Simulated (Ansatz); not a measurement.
# C2H6Si (SMILES C[Si]C) at RPA@PBE/6-311+G(d,p)

Aim: the energy change on altering one bond length of C2H6Si at RPA@PBE/6-311+G**, from 2 runs. 

The results are computed with Ansatz 0.2.0.

34 further runs of the same task are left out: 34 set aside as unsound or not needed.

## 1. Starting point

The species is C2H6Si (9 atoms), meant as a singlet with charge 0. SMILES: `C[Si]C`. The coordinates come from a PBE0-D4/def2-TZVP relaxation.

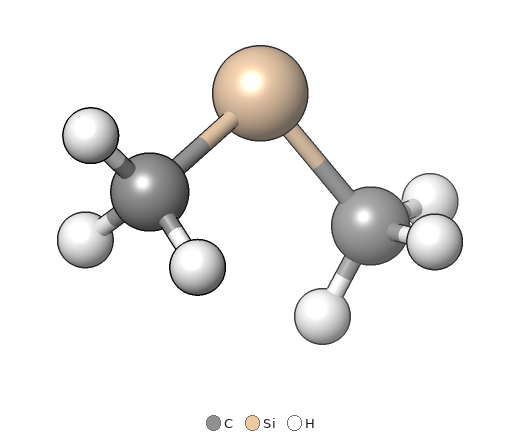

The structure, seen from a chosen angle (carbon grey, silicon light orange, hydrogen white).

## 2. A single-point energy at RPA@PBE/6-311+G(d,p)

Contents of input.yaml:

```yaml
crystal:
  periodic: [false, false, false]
  atoms:
    - {symbol: C, position_ang: [-0.527400, 1.047300, -0.805300]}
    - {symbol: Si, position_ang: [0.896800, -0.199700, -0.912800]}
    - {symbol: C, position_ang: [0.601900, -1.069400, 0.746000]}
    - {symbol: H, position_ang: [-1.430700, 0.480400, -1.082200]}
    - {symbol: H, position_ang: [-0.439700, 1.875000, -1.511000]}
    - {symbol: H, position_ang: [-0.703500, 1.436700, 0.202600]}
    - {symbol: H, position_ang: [-0.455600, -1.193000, 1.001000]}
    - {symbol: H, position_ang: [1.117900, -2.026600, 0.837300]}
    - {symbol: H, position_ang: [1.028800, -0.397000, 1.507100]}
basis:
  gaussian:
    orbitals: 6-311+G_st__st_-spherical.json
hamiltonian:
  xc: pbe
accuracy: high
correlation:
  method: rpa
  frozen_orbitals: {C: 1, H: 0, Si: 5}
```

The basis set 6-311+G** is read from a file made from the Basis Set Exchange's data (not shown).

Started as:

```bash
$ ansatz run input.yaml --threads 1 --pin off --max-ram 3480MiB --events-out events.jsonl --progress --plain --runs-dir runs
```

The program printed:

```text
Warning: RAYON_NUM_THREADS=1 ignored (pool sized by the plan → 1); use --threads N
Functional definition: PBE
  name "PBE"
  parameter kappa = 0.804
  parameter beta = 0.06672455060314922
  exchange = pbe_x(kappa = kappa, mu = beta*pi^2/3)
  correlation = pbe_c(beta = beta)
2140 factors; integrals over basis functions are off by at most 4.3e-9 eV
mean field evaluation 1: about -10023.3212 eV, gradient 8.9e1 eV
mean field evaluation 2: about -10023.3162 eV, gradient 8.9e1 eV
mean field evaluation 4: about -10040.9262 eV, gradient 1.5e1 eV
mean field evaluation 8: about -10041.7177 eV, gradient 3.3e-1 eV
mean field evaluation 16: about -10041.7180 eV, gradient 3.9e-5 eV
mean field evaluation 32: about -9993.7351 eV, gradient 4.9e1 eV
mean field -10041.71800346 eV, -369.0263301063 hartree, gradient 5.1e-8 eV, S^2 0.000000; 0 other end points of the search recorded, 0 dependent functions left out
7 core orbitals not correlated: weight in the atoms' cores, before any rotation towards them, 1.000 or more for the frozen orbitals, at most 0.000 for the correlated occupied ones
reference -10016.67338089 eV, -368.1059572027 hartree; 9, 9 occupied and 94, 94 virtual orbitals, 2140 factors
Total energy: -10035.75614422 eV, -368.8072358204 hartree
```

Run time: 12 s. Hardware: 1 thread of Arm Neoverse V2, shared host; peak memory 0.53 GiB.

## 3. The distorted shape, same level

Contents of input.yaml:

```yaml
crystal:
  periodic: [false, false, false]
  atoms:
    - {symbol: C, position_ang: [-0.655451, 0.845610, -1.033597]}
    - {symbol: Si, position_ang: [0.768749, -0.401390, -1.141097]}
    - {symbol: C, position_ang: [0.473849, -1.271090, 0.517703]}
    - {symbol: H, position_ang: [-1.558751, 0.278710, -1.310497]}
    - {symbol: H, position_ang: [-0.567751, 1.673310, -1.739297]}
    - {symbol: H, position_ang: [-0.831551, 1.235010, -0.025697]}
    - {symbol: H, position_ang: [-0.583651, -1.394690, 0.772703]}
    - {symbol: H, position_ang: [0.989849, -2.228290, 0.609003]}
    - {symbol: H, position_ang: [1.028800, -0.397000, 1.507100]}
basis:
  gaussian:
    orbitals: 6-311+G_st__st_-spherical.json
hamiltonian:
  xc: pbe
correlation:
  method: rpa
  frozen_orbitals: {C: 1, H: 0, Si: 5}
accuracy: high
```

The basis set 6-311+G** is read from a file made from the Basis Set Exchange's data (not shown).

Started as:

```bash
$ ansatz run input.yaml --threads 1 --pin off --max-ram 3480MiB --events-out events.jsonl --progress --plain --runs-dir runs
```

The program printed, shortened:

```text
Warning: RAYON_NUM_THREADS=1 ignored (pool sized by the plan → 1); use --threads N
[... 2 set-up lines as earlier in the session ...]
[...]
2155 factors; integrals over basis functions are off by at most 5.1e-9 eV
[...]
mean field -10040.84042396 eV, -368.9940796544 hartree, gradient 4.5e-8 eV, S^2 0.000000; 0 other end points of the search recorded, 0 dependent functions left out
7 core orbitals not correlated: weight in the atoms' cores, before any rotation towards them, 1.000 or more for the frozen orbitals, at most 0.000 for the correlated occupied ones
reference -10015.56506453 eV, -368.0652273276 hartree; 9, 9 occupied and 94, 94 virtual orbitals, 2155 factors
Total energy: -10034.87247398 eV, -368.7747615378 hartree
```

It took 13 s on 1 thread of Arm Neoverse V2, shared host; peak memory 0.54 GiB.

## 4. Results

At RPA@PBE/6-311+G**, 7 core orbitals frozen:

| quantity | value |
| --- | --- |
| first shape: total energy | -368.80724 Eh |
| first shape: RPA correlation energy (valence) | -701.3 mEh |
| distorted shape: total energy | -368.77476 Eh |
| distorted shape: RPA correlation energy (valence) | -709.5 mEh |
| energy change with the C3–H9 bond stretched from 1.102 to 1.432 Å | 0.884 eV |

With the C3–H9 bond stretched from 1.102 to 1.432 Å the energy rises by 0.88 eV (85.3 kJ/mol). The first shape isn't relaxed at this level, so the change isn't measured from a minimum.
